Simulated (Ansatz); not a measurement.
Input file:

```
crystal:
  lattice:
    - [4.0795493022, 0.0, 0.0]
    - [0.0, 4.0795493022, 0.0]
    - [0.0, 0.0, 12.6849425251]
  atoms:
    - { symbol: La, position: [0.5, 0.0, 0.6258342328] }
    - { symbol: La, position: [0.0, 0.5, 0.3741657672] }
    - { symbol: Bi, position: [0.0, 0.5, 0.8900148928] }
    - { symbol: Bi, position: [0.5, 0.0, 0.1099851072] }
    - { symbol: S, position: [0.5, 0.0, 0.8727228164] }
    - { symbol: S, position: [0.0, 0.5, 0.1272771836] }
    - { symbol: S, position: [0.0, 0.5, 0.6811244906] }
    - { symbol: S, position: [0.5, 0.0, 0.3188755094] }
    - { symbol: F, position: [0.0, 0.0, 0.5] }
    - { symbol: F, position: [0.5, 0.5, 0.5] }
basis:
  ecutwfc: 420
kpoints:
  mp_grid: { grid: [10, 10, 4] }
  band_path:
    path:
      - [0.0, 0.0, 0.0]
      - [0.0, 0.5, 0.0]
      - [0.5, 0.5, 0.0]
      - [0.0, 0.0, 0.5]
      - [0.0, 0.5, 0.5]
      - [0.5, 0.5, 0.5]
      - [0.3, -0.5, -0.5]
    npoints: 1
hamiltonian:
  xc: pbesol
scf:
  occupations: { method: gaussian, width: 0.1 }
  n_extra_bands: 8
output:
  forces: true
  stress: true
  eigenvalues: true
  write_density: true
  write_potential: true
  elf: true
  volumetric_format: npy
```

Launched as:

```sh
ansatz run input.yaml --threads 4 --pin off --max-ram 10240MiB --backend cpu --events-out ev --progress --plain --runs-dir out
```

Below, planes, directions and counts refer to the conventional cell (a = 4.08 Å, b = 4.08 Å, c = 12.68 Å, α = 90.00°, β = 90.00°, γ = 90.00°).

Space group P4/nmm; a generated structure, not necessarily the stable one.

All numbers below come from Ansatz, DFT PBEsol, scalar-relativistic, plane waves, PAW.

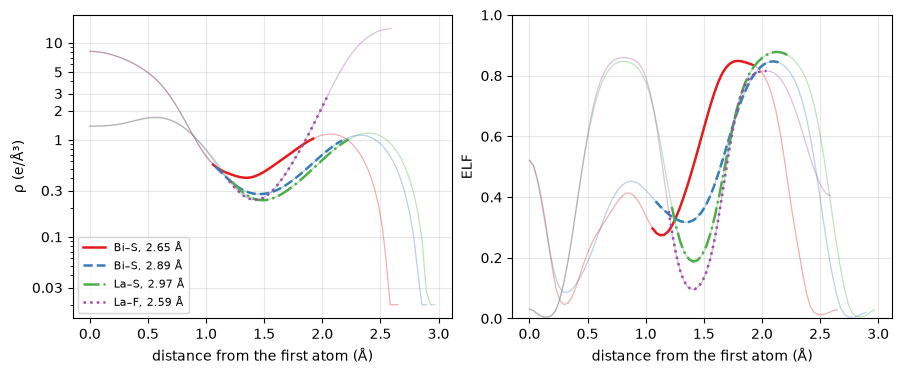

LaBiS2F. Valence electron density and electron localisation function along straight lines between neighbouring atoms. Thin, pale parts lie inside the atomic spheres.

Core electrons are frozen (PAW), and the valence fields are smoothed inside the atomic spheres.

What can be read from the curves?

Answer. Bi–S (2.65 Å): the density is about 0.41 e/Å³ at the midpoint; the ELF peaks at about 0.85 in the valence shell of S, 0.9 Å from its nucleus, and drops to about 0.25 between the two atoms.
Bi–S (2.89 Å): ρ is about 0.28 e/Å³ halfway; the ELF peaks at about 0.85 in the valence shell of S, 0.8 Å from its nucleus, and drops to about 0.30 between the two atoms.
La–S (2.97 Å): the density is about 0.24 e/Å³ at the midpoint; the ELF peaks at about 0.90 in the valence shell of S, 0.9 Å from its nucleus, and drops to about 0.20 between the two atoms; no shared electron pair shows on this line.
La–F (2.59 Å): ρ is about 0.28 e/Å³ halfway, with its minimum of 0.24 e/Å³ about 1.4 Å from La; the ELF is about 0.15 at the midpoint (no shared electron pair shows on this line).
